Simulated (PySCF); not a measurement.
C2H8Si, SMILES `C[SiH2]C`.

Computed with PySCF, ωB97X/def2-SVPD, geometry: GFN2-xTB. No frequency check shows the geometry to be a minimum.

Input

```python
import numpy as np
from pyscf import gto, scf, dft, tdscf
from pyscf.scf import atom_ks, atom_hf
from scipy.linalg import block_diag

def solve(mol, dm0=None, hcore=None):
    mf = (dft.UKS if mol.spin else dft.RKS)(mol, xc='wb97x')
    mf.grids.level = 3
    mf = mf.density_fit(auxbasis='def2-universal-jkfit')
    mf.conv_tol, mf.max_cycle = 1e-8, 80
    if hcore is not None:
        mf.get_hcore = lambda *args: hcore
    mf.kernel(dm0)
    if not mf.converged:
        mf = mf.newton().run(mf.mo_coeff, mf.mo_occ, max_cycle=30)
    assert mf.converged, 'SCF not converged'
    return mf

mol = gto.M(atom='''
C     -1.54925     0.52661     0.00195
Si     0.00004    -0.57137     0.00002
C      1.54922     0.52663    -0.00197
H     -1.58097     1.16819     0.87823
H     -2.45425    -0.07336    -0.00890
H     -1.58332     1.16798    -0.87429
H      0.00065    -1.42314     1.19761
H     -0.00066    -1.42319    -1.19755
H      1.58094     1.16816    -0.87829
H      1.58303     1.16837     0.87423
H      2.45423    -0.07333     0.00889
''', basis='def2-svpd', charge=0, spin=0, verbose=4)
mf = solve(mol)
td = mf.TDDFT()
td.nstates, td.singlet, td.conv_tol = 4, True, 1e-5
td.kernel()
td.analyze()
x, y = np.array([p[0] for p in td.xy]), np.array([p[1] + 0 * p[0] for p in td.xy])
f, mu = td.oscillator_strength(), td.transition_dipole()
nto = [td.get_nto(state=i + 1, verbose=4) for i in range(len(td.e))]
# spherically averaged free atoms, for the promolecule
atm = atom_ks.get_atm_nrks(mol, xc='wb97x')
pro = block_diag(*[(atm[a[0]][2] * atm[a[0]][3]) @ atm[a[0]][2].T for a in mol._atom])
np.savez('result.npz', e=td.e, f=f, ok=td.converged, w=[n[0] for n in nto], nto=[n[1] for n in nto], x=x, y=y, c=mf.mo_coeff, occ=mf.mo_occ, eps=mf.mo_energy, pro=pro, mu=mu)
```

Command:

```sh
OMP_NUM_THREADS=1 python input.py
```

The run took 20 min on 1 thread of Arm Neoverse V1, on a shared host, peak memory 0.78 GiB.

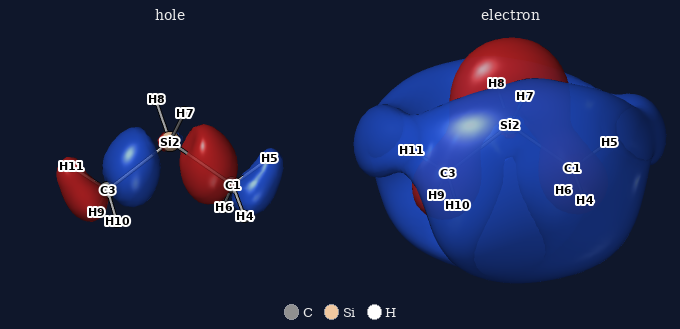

Leading natural transition orbital pair of S₁ (full linear response singlet states); the surfaces enclose about 70 % of each orbital's density.

Question: Give its energy and the atoms that hole and electron lie on.

Answer: 8.74 eV (142 nm), f = 0.097, partly diffuse acceptor orbital; the leading pair carries 95 %; hole on C1 and C3 (27 % each) and Si2 (26 %), electron on Si2 (25 %), H4, H6, H9 and H10 (9 % each) and C1 and C3 (8 % each) (atom shares of so diffuse an orbital are rough); their centroids lie 0.1 Å apart. In canonical orbitals it is mainly HOMO → LUMO (86 %). The HOMO–LUMO gap is 13.57 eV.
